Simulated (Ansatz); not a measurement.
**Profile along the Hf–O line in BaHfO3 (cubic perovskite)**

BaHfO$_{3}$ (cubic perovskite)

```
CELL_PARAMETERS angstrom
      4.12122     0.00000     0.00000
      0.00000     4.12122     0.00000
      0.00000     0.00000     4.12122
ATOMIC_POSITIONS crystal
  Ba 0.00000 0.00000 0.00000
  Hf 0.50000 0.50000 0.50000
  O  0.00000 0.50000 0.50000
  O  0.50000 0.50000 0.00000
  O  0.50000 0.00000 0.50000
```

Fields along a shortest Hf–O line of a {110} plane (2.06 Å), from Hf to O, interpolated on the slice's grid (step about 0.3 Å). Method: LDA (plane waves to 420 eV, PAW, scalar-relativistic; Ansatz, an electronic-structure program). k mesh 8×8×8. Inside the PAW spheres the values are not all-electron values, and peaks at nuclei hang on which shells count as valence. BaHfO3 is run without spin polarisation. BaHfO3 was relaxed with its symmetry unable to fall. Spin-orbit coupling is left out, though Hf is heavy.

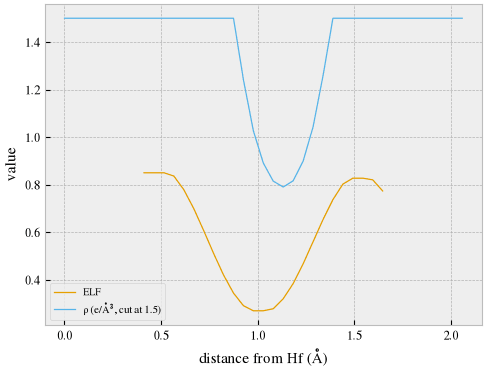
Figure: ELF (away from the nuclei) and valence density from Hf to O.

Density on the Hf–O line (2.06 Å) at its density minimum, 1.1 Å from Hf: 0.79 e/Å³. ELF at that point: 0.32.
